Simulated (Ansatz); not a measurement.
```csv
atom,x (Å),y (Å),z (Å)
N,0.8338,-1.5357,1.6656
C,0.5060,-0.8515,0.7960
Sn,0.0096,0.3311,-0.8863
H,-1.6485,0.0382,-1.1840
H,0.3490,1.9444,-0.4326
```

Geometry: PBE0-D4/def2-TZVP; core potentials replace the inner electrons of Sn.

Computed with UKS PBE0-D4/def2-TZVPP in Ansatz.

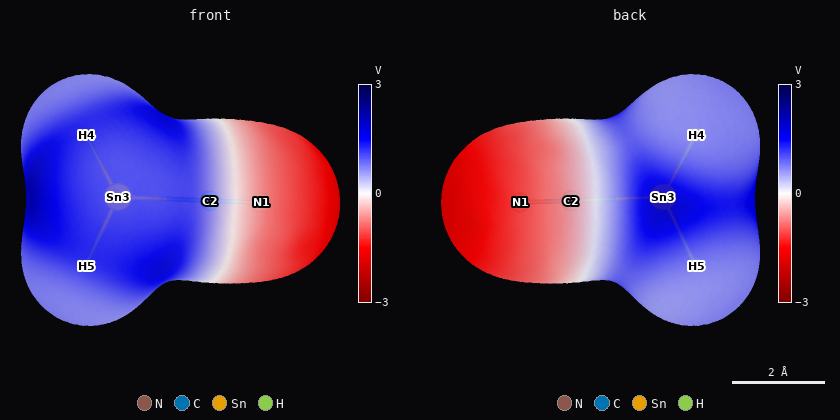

CH₂NSn (SMILES N#[C][SnH2]) (doublet). The electrostatic potential painted on the density surface at 0.002 e/bohr³, seen from the front and from behind; red is negative and blue positive.

### Describe the electrostatic potential map.

The most negative region (about −1.8 V) lies over N1, the most positive (about +2.1 V) over Sn3. N1 is the likeliest acceptor of a hydrogen bond.
